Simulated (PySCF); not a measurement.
The calculation's input:

```
{"job": {"kind": "nmr", "xc": "PBE0", "basis": "pcSseg-1"}, "charge": 0, "multiplicity": 1}
B     -3.413374     1.028110    -0.489083
Si    -2.221824    -0.178343     0.419868
C     -0.418275     0.375266     0.849479
C      0.362469    -0.142076    -0.379128
C      1.768047    -0.633582    -0.050169
Si     2.914679     0.725720     0.626300
Si    -0.888719    -1.431241    -1.079045
H     -4.556996     0.789657    -0.579024
H     -3.020291     1.967256    -1.068212
H     -2.723033    -1.000914     1.544896
H     -0.260771     1.440532     1.019144
H     -0.065250    -0.136582     1.745769
H      0.452685     0.677310    -1.101963
H      2.217082    -1.057497    -0.953101
H      1.698525    -1.453823     0.669342
H      2.966733     1.828171    -0.338869
H      4.261583     0.179110     0.812665
H      2.436366     1.234465     1.913103
H     -1.008735    -1.389066    -2.542854
H     -0.506050    -2.811795    -0.757906
```

Launched as:

```sh
OMP_NUM_THREADS=1 python probes_run.py task.json out
```

Geometry: GFN2-xTB.

Theory: PySCF, PBE0/pcSseg-1, SCF density, gas phase, non-relativistic.

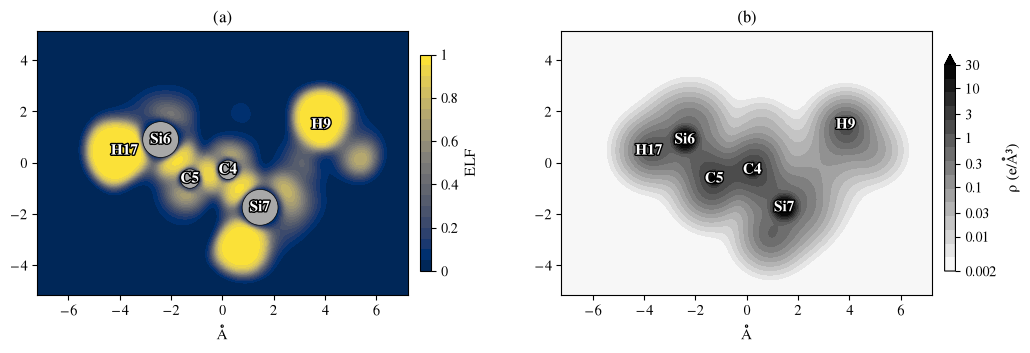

C₃H₁₃BSi₃. (a) ELF; (b) electron density on the plane of atoms C4, C5 and Si6. Grey discs cover the atomic cores in the ELF map.

Interpret the plot.

Answer. The plane passes through C, Si and H nuclei.
C–C (1.52 Å): the density is about 1.6 e/Å³ at the midpoint; the ELF peaks at about 0.95 between the atoms (a shared electron pair).
C–Si (1.90 Å): ρ at the midpoint is about 0.91 e/Å³; the ELF peaks at about 0.95 between the atoms: a shared electron pair.
Si–H (1.47 Å): the density is about 0.8 e/Å³ at the midpoint; the ELF climbs to about 1 towards the hydrogen, as it does in any bond to H.
